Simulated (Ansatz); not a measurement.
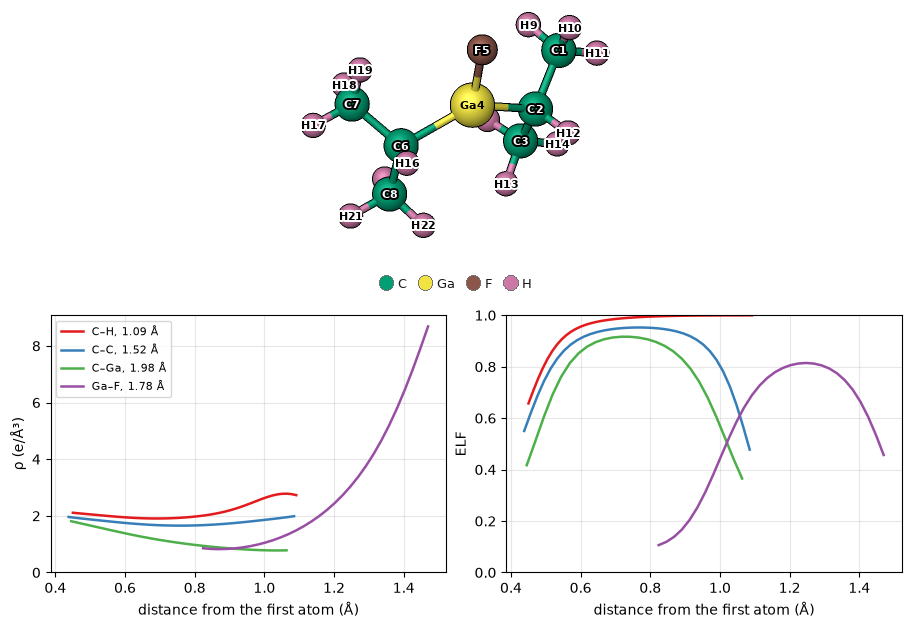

Figure. C$_{6}$H$_{14}$FGa (SMILES C[CH](C)[Ga]([F])[CH](C)C). Electron density and ELF along straight lines between neighbouring atoms. The curves leave out the atomic cores. The structure is drawn too.

Geometry: PBE0-D4/def2-TZVP.

The calculation used RKS PBE0-D4/def2-TZVPP (Ansatz 0.2.0).

```xyz
22

C     0.0781   -1.3779   -2.6374
C     0.8622   -0.7860   -1.4706
C     1.2867   -1.8526   -0.4671
Ga   -0.1263    0.7163   -0.6430
F    -1.0681    1.6257   -1.8515
C    -0.3620    1.4971    1.1601
C    -1.8486    1.6004    1.4938
C     0.4175    0.7779    2.2535
H    -0.8311   -1.8814   -2.2944
H    -0.2245   -0.6145   -3.3565
H     0.6775   -2.1272   -3.1676
H     1.7686   -0.3142   -1.8753
H     1.8956   -1.4456    0.3441
H     1.8747   -2.6370   -0.9578
H     0.4218   -2.3443   -0.0108
H     0.0313    2.5173    1.0599
H    -1.9970    2.1304    2.4420
H    -2.3060    0.6123    1.6091
H    -2.4050    2.1352    0.7210
H     0.0808   -0.2559    2.3771
H     0.2820    1.2755    3.2211
H     1.4914    0.7485    2.0504
```

### Compare the contacts.

C–H (1.09 Å): the density is about 2 e/Å³ at the midpoint; the ELF climbs to about 1 towards the hydrogen, as it does in any bond to H; an ordinary covalent bond to hydrogen.
C–C (1.52 Å): ρ is about 1.7 e/Å³ halfway; the ELF peaks at about 0.95 between the atoms; a shared electron pair.
C–Ga (1.98 Å): ρ is about 0.79 e/Å³ halfway; the ELF peaks at about 0.90 in the valence shell of C, 0.7 Å from its nucleus, and is about 0.60 at the midpoint.
Ga–F (1.78 Å): ρ at the midpoint is about 0.83 e/Å³; the ELF peaks at about 0.80 in the valence shell of F, 0.5 Å from its nucleus, and is about 0.15 at the midpoint.
